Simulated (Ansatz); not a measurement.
# GeH₆O₂Si: a ladder of functionals and wavefunction methods

How much do the methods differ for GeH₆O₂Si? The plan is to run it at one geometry with functionals of several rungs and with coupled cluster, and see how far each lands from CCSD(T) at the basis-set limit for the atomisation energy.

Computed with Ansatz 0.2.0, Gaussian basis. Level: functionals in def2-TZVPP, the program's frozen cores in correlated methods.

The runs, in order: PBE-D4, r2SCAN-D4, PBE0-D4, B3LYP-D4, ωB97X-V, ωB97M-V, B2PLYP; CCSD(T)/def2-TZVPP; MP2/def2-QZVPP; extrapolation to the limit.

### Step 1. Structure used throughout

The geometry comes from an earlier relaxation with PBE0-D4 in a triple-zeta def2 set; it is a stationary point, not always the lowest conformer.

SMILES `O[SiH2][GeH2][OH]`, 10 atoms, charge 0, spin multiplicity 1.

Atoms are counted from 1 here; the program's logs count them from 0.

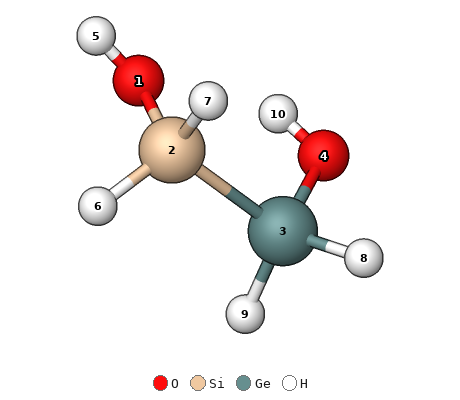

The structure; oxygen red, silicon light orange, germanium teal, hydrogen white; atoms are numbered from 1 in the order of the file.

### Step 2. PBE-D4 (GGA)

in.yaml

```yaml
crystal:
  periodic: [false, false, false]
  atoms:
    - {symbol: O, position_ang: [-1.051347, 0.459472, -1.383708]}
    - {symbol: Si, position_ang: [-0.350819, 1.125825, -0.035659]}
    - {symbol: Ge, position_ang: [0.620743, -0.816146, 0.960950]}
    - {symbol: O, position_ang: [0.959493, -1.913345, -0.411991]}
    - {symbol: H, position_ang: [-1.463867, 1.045028, -2.020384]}
    - {symbol: H, position_ang: [-1.359686, 1.799291, 0.830597]}
    - {symbol: H, position_ang: [0.664810, 2.149445, -0.412585]}
    - {symbol: H, position_ang: [1.973497, -0.585029, 1.653164]}
    - {symbol: H, position_ang: [-0.335211, -1.518780, 1.949716]}
    - {symbol: H, position_ang: [0.342369, -1.745781, -1.130109]}
basis:
  gaussian: {orbitals: def2-TZVPP}
hamiltonian: {xc: pbe, dispersion: d4}
output: {forces: true, orbitals: {seedname: orbitals}}
```

Run with:

```
$ ansatz run in.yaml --threads 4 --pin off --events-out ev --progress --plain --max-ram 10444MiB
```

What it wrote (excerpt; [...] marks lines left out):

```text
Functional definition: PBE
  name "PBE"
  cite "Perdew, Burke & Ernzerhof, Phys. Rev. Lett. 77, 3865 (1996) doi:10.1103/PhysRevLett.77.3865"
  parent pbe
[...]
1302 factors; their error is unknown
[...]
mean field -68574.27533058 eV, -2520.0581370856 hartree, gradient 2.2e-5 eV, S^2 0.000000; 0 other end points of the search recorded, 0 dependent functions left out
[...]
reference -68574.27537314 eV, -2520.0581386497 hartree; 34, 34 occupied and 202, 202 virtual orbitals, 1302 factors
Total energy: -68574.47561757 eV, -2520.0654974966 hartree
Atom 0 at    -1.051347     0.459472    -1.383708 Å, force    -0.017993    -0.488585    -0.110370 eV/Å
Atom 1 at    -0.350819     1.125825    -0.035659 Å, force     0.147690     0.124689     0.284460 eV/Å
Atom 2 at     0.620743    -0.816146     0.960950 Å, force    -0.128605     0.315465     0.258340 eV/Å
Atom 3 at     0.959493    -1.913345    -0.411991 Å, force     0.437117    -0.445773    -0.080552 eV/Å
Atom 4 at    -1.463867     1.045028    -2.020384 Å, force    -0.194725     0.266235    -0.302471 eV/Å
Atom 5 at    -1.359686     1.799291     0.830597 Å, force    -0.109793     0.084646     0.112344 eV/Å
Atom 6 at     0.664810     2.149445    -0.412585 Å, force     0.124431     0.121393    -0.028459 eV/Å
Atom 7 at     1.973497    -0.585029     1.653164 Å, force     0.153498     0.011016     0.071747 eV/Å
Atom 8 at    -0.335211    -1.518780     1.949716 Å, force    -0.107601    -0.085606     0.129023 eV/Å
Atom 9 at     0.342369    -1.745781    -1.130109 Å, force    -0.304020     0.096519    -0.334061 eV/Å
Dipole moment:    -0.312817     0.453844    -0.152612 e Å
```

It took 2.5 s on 4 threads of Arm Neoverse V1, shared host; peak memory 0.31 GiB.

With the free atoms at this level, -68541.174 eV in sum, the atomisation energy is 767.9 kcal/mol. HOMO -6.43 eV, LUMO -1.67 eV.

### Step 3. r2SCAN-D4 (meta-GGA)

Changes to in.yaml since step 2:

```diff
@@ -15,3 +15,3 @@
   gaussian: {orbitals: def2-TZVPP}
-hamiltonian: {xc: pbe, dispersion: d4}
+hamiltonian: {xc: r2scan, dispersion: d4}
 output: {forces: true, orbitals: {seedname: orbitals}}
```

Launched as before.

What it wrote (excerpt; [...] marks lines left out):

```text
Functional definition: r2SCAN
  name "r2SCAN"
  cite "Furness, Kaplan, Ning, Perdew & Sun, J. Phys. Chem. Lett. 11, 8208 (2020) doi:10.1021/acs.jpclett.0c02405"
  cite "Furness, Kaplan, Ning, Perdew & Sun, J. Phys. Chem. Lett. 11, 9248 (2020) doi:10.1021/acs.jpclett.0c03077"
  parent r2scan
[...]
1302 factors; their error is unknown
[...]
mean field -68588.56258900 eV, -2520.5831841481 hartree, gradient 1.1e-5 eV, S^2 0.000000; 0 other end points of the search recorded, 0 dependent functions left out
[...]
reference -68588.56260149 eV, -2520.5831846071 hartree; 34, 34 occupied and 202, 202 virtual orbitals, 1302 factors
Total energy: -68588.61053200 eV, -2520.5849460209 hartree
Atom 0 at    -1.051347     0.459472    -1.383708 Å, force    -0.000045    -0.048642    -0.014011 eV/Å
Atom 1 at    -0.350819     1.125825    -0.035659 Å, force     0.027351     0.017948     0.044786 eV/Å
Atom 2 at     0.620743    -0.816146     0.960950 Å, force    -0.038739     0.111574     0.089814 eV/Å
Atom 3 at     0.959493    -1.913345    -0.411991 Å, force     0.064066    -0.075106    -0.035870 eV/Å
Atom 4 at    -1.463867     1.045028    -2.020384 Å, force    -0.016288     0.016935    -0.022826 eV/Å
Atom 5 at    -1.359686     1.799291     0.830597 Å, force     0.016100    -0.002031    -0.007156 eV/Å
Atom 6 at     0.664810     2.149445    -0.412585 Å, force    -0.011404    -0.009276     0.011661 eV/Å
Atom 7 at     1.973497    -0.585029     1.653164 Å, force    -0.046619    -0.033081    -0.028023 eV/Å
Atom 8 at    -0.335211    -1.518780     1.949716 Å, force     0.037150     0.004078    -0.021681 eV/Å
Atom 9 at     0.342369    -1.745781    -1.130109 Å, force    -0.031574     0.017603    -0.016695 eV/Å
Dipole moment:    -0.324672     0.477795    -0.150223 e Å
```

Run time: 4.7 s. Hardware: 4 threads of Arm Neoverse V1, shared host; peak memory 0.33 GiB.

Atomisation energy: 767.8 kcal/mol (free atoms -68555.316 eV, run apart). HOMO -6.75 eV, LUMO -1.33 eV.

### Step 4. PBE0-D4 (hybrid)

Changes to in.yaml since step 3:

```diff
@@ -15,3 +15,3 @@
   gaussian: {orbitals: def2-TZVPP}
-hamiltonian: {xc: r2scan, dispersion: d4}
-output: {forces: true, orbitals: {seedname: orbitals}}
+hamiltonian: {xc: pbe0, dispersion: d4}
+output: {orbitals: {seedname: orbitals}}
```

Same command.

What it wrote:

```text
Functional definition: PBE0
  name "PBE0"
  cite "Adamo & Barone, J. Chem. Phys. 110, 6158 (1999) doi:10.1063/1.478522"
  cite "Perdew, Burke & Ernzerhof, Phys. Rev. Lett. 77, 3865 (1996) doi:10.1103/PhysRevLett.77.3865"
  parent pbe
  parameter a = 0.25
  parameter kappa = 0.804
  parameter beta = 0.06672455060314922
  exchange = (1 - a)*pbe_x(kappa = kappa, mu = beta*pi^2/3) + a*exact_x
  correlation = pbe_c(beta = beta)
1348 factors; their error is unknown
mean field evaluation 1: about -68567.9432 eV, gradient 7.4e1 eV
mean field evaluation 2: about -68543.5161 eV, gradient 1.3e2 eV
mean field evaluation 4: about -68576.2168 eV, gradient 8.4e0 eV
mean field evaluation 8: about -68576.3252 eV, gradient 1.4e-1 eV
mean field evaluation 16: about -68576.6206 eV, gradient 4.2e-5 eV
mean field -68576.62062153 eV, -2520.1443249381 hartree, gradient 4.2e-5 eV, S^2 0.000000; 0 other end points of the search recorded, 0 dependent functions left out
reference -68576.62065356 eV, -2520.1443261155 hartree; 34, 34 occupied and 202, 202 virtual orbitals, 1348 factors
Total energy: -68576.79087929 eV, -2520.1505817954 hartree
```

Wall time 3.3 s (4 threads of Arm Neoverse V1, shared host); peak memory 0.62 GiB.

Atomisation energy: 754.6 kcal/mol (free atoms -68544.069 eV, run apart). HOMO -7.79 eV, LUMO -0.82 eV.

### Step 5. B3LYP-D4 (hybrid)

B3LYP here takes the VWN-RPA correlation.

Changes to in.yaml since step 4:

```diff
@@ -15,3 +15,3 @@
   gaussian: {orbitals: def2-TZVPP}
-hamiltonian: {xc: pbe0, dispersion: d4}
-output: {orbitals: {seedname: orbitals}}
+hamiltonian: {xc: {name: B3LYP}, dispersion: d4}
+output: {forces: true, orbitals: {seedname: orbitals}}
```

Launched as before.

What it wrote (excerpt; [...] marks lines left out):

```text
Functional definition: B3LYP
  name "B3LYP"
  cite "Stephens, Devlin, Chabalowski & Frisch, J. Phys. Chem. 98, 11623 (1994) doi:10.1021/j100096a001"
  cite "Becke, Phys. Rev. A 38, 3098 (1988) doi:10.1103/PhysRevA.38.3098"
  cite "Lee, Yang & Parr, Phys. Rev. B 37, 785 (1988) doi:10.1103/PhysRevB.37.785"
  cite "Vosko, Wilk & Nusair, Can. J. Phys. 58, 1200 (1980) doi:10.1139/p80-159"
[...]
1336 factors; their error is unknown
[...]
mean field -68593.54326014 eV, -2520.7662204366 hartree, gradient 5.7e-5 eV, S^2 0.000000; 0 other end points of the search recorded, 0 dependent functions left out
[...]
reference -68593.54353287 eV, -2520.7662304594 hartree; 34, 34 occupied and 202, 202 virtual orbitals, 1336 factors
Total energy: -68593.86831028 eV, -2520.7781658088 hartree
Atom 0 at    -1.051347     0.459472    -1.383708 Å, force    -0.050259    -0.008728    -0.089901 eV/Å
Atom 1 at    -0.350819     1.125825    -0.035659 Å, force     0.041205     0.214544     0.133604 eV/Å
Atom 2 at     0.620743    -0.816146     0.960950 Å, force    -0.016161     0.136184     0.274011 eV/Å
Atom 3 at     0.959493    -1.913345    -0.411991 Å, force     0.041348    -0.158593    -0.207622 eV/Å
Atom 4 at    -1.463867     1.045028    -2.020384 Å, force    -0.032666    -0.021872    -0.057193 eV/Å
Atom 5 at    -1.359686     1.799291     0.830597 Å, force     0.057235    -0.035131    -0.050890 eV/Å
Atom 6 at     0.664810     2.149445    -0.412585 Å, force    -0.060542    -0.056572     0.022211 eV/Å
Atom 7 at     1.973497    -0.585029     1.653164 Å, force     0.015027    -0.011018     0.008792 eV/Å
Atom 8 at    -0.335211    -1.518780     1.949716 Å, force    -0.004014    -0.016840     0.016516 eV/Å
Atom 9 at     0.342369    -1.745781    -1.130109 Å, force     0.008826    -0.041974    -0.049527 eV/Å
Dipole moment:    -0.327399     0.502624    -0.130791 e Å
```

It took 5 s on 4 threads of Arm Neoverse V1, shared host; peak memory 0.67 GiB.

Atomisation energy: 762.7 kcal/mol (free atoms -68560.794 eV, run apart). HOMO -7.57 eV, LUMO -1.06 eV.

### Step 6. ωB97X-V (range-separated)

Changes to in.yaml since step 5:

```diff
@@ -15,3 +15,3 @@
   gaussian: {orbitals: def2-TZVPP}
-hamiltonian: {xc: {name: B3LYP}, dispersion: d4}
-output: {forces: true, orbitals: {seedname: orbitals}}
+hamiltonian: {xc: {name: wB97X-V}}
+output: {orbitals: {seedname: orbitals}}
```

The command is unchanged.

What it wrote (excerpt; [...] marks lines left out):

```text
Functional definition: wB97X-V
  name "wB97X-V"
  cite "Mardirossian & Head-Gordon, Phys. Chem. Chem. Phys. 16, 9904 (2014) doi:10.1039/C3CP54374A"
  cite "Becke, J. Chem. Phys. 107, 8554 (1997) doi:10.1063/1.475007"
  cite "Vydrov & Van Voorhis, J. Chem. Phys. 133, 244103 (2010) doi:10.1063/1.3521275"
[...]
      + integral(e_c_pw_opposite_spin*poly(b97_u_opposite, cos0, cos1)) + vv10(b, c)
1336 factors; their error is unknown
292 factors; integrals over basis functions are off by at most 9.3e-6 eV
[...]
mean field -68583.75262373 eV, -2520.4064211850 hartree, gradient 3.5e-5 eV, S^2 0.000000; 0 other end points of the search recorded, 0 dependent functions left out
reference -68583.75262160 eV, -2520.4064211068 hartree; 34, 34 occupied and 202, 202 virtual orbitals, 1336 factors
Total energy: -68583.75262160 eV, -2520.4064211068 hartree
```

It took 8 s on 4 threads of Arm Neoverse V1, shared host; peak memory 0.76 GiB.

With the free atoms at this level, -68550.267 eV in sum, the atomisation energy is 772.2 kcal/mol. HOMO -10.09 eV, LUMO 1.18 eV.

[end of part 1 of 2]
